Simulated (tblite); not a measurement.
# C7H15Ga: the cost of one run

Programs: tblite 0.8.0 and PySCF 2.14.0, with density-fitted response routines of our own. Each step states its level of theory. These are calculated values for one molecule in the gas phase, unless marked as measured. Atoms count from 0, in the outputs and in this text.

### Step 1. The starting structure

23 atoms, charge 0, multiplicity 1; geometry from: force field or distance geometry start.

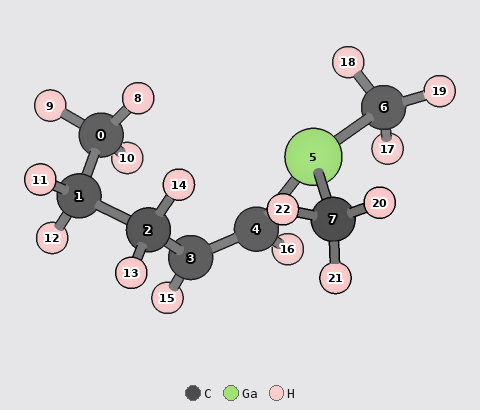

The starting geometry (carbon dark grey, gallium green, hydrogen pink), atoms numbered.

### Step 2. Geometry optimisation with GFN2-xTB

Job settings and geometry (Å):

```
{"job": {"kind": "relax", "xc": "GFN2-xTB", "basis": "xTB"}, "charge": 0, "multiplicity": 1}
C     -2.412000     0.878000     0.380500
C     -2.606900    -0.562600     0.037800
C     -1.221900    -1.196900    -0.175700
C     -0.619000    -0.426800    -1.331800
C      0.518900     0.186400    -1.056300
Ga     1.636100     0.351100     0.550000
C      2.645500     2.130500     0.438600
C      2.328400    -1.627300     0.625900
H     -1.689300     0.934300     1.229800
H     -3.413400     1.298300     0.675100
H     -2.061200     1.418400    -0.515900
H     -3.197200    -1.131400     0.788300
H     -3.147500    -0.623000    -0.915900
H     -1.379800    -2.255900    -0.389600
H     -0.637200    -1.014900     0.762700
H     -1.104100    -0.407100    -2.299900
H      0.969900     0.745300    -1.892700
H      2.633800     2.326800    -0.644000
H      1.912600     2.758400     0.961400
H      3.692500     2.230000     0.811500
H      3.254700    -1.806200     1.201900
H      2.390800    -2.054400    -0.393800
H      1.501600    -2.124100     1.162000
```

The run is started by

```sh
OMP_NUM_THREADS=1 python probes_run.py task.json out
```

This one command runs all jobs of the session in turn.

**Question.** How long does this first job take on 1 thread of Intel Xeon at 2.50GHz, shared host?

About 4.6 s.
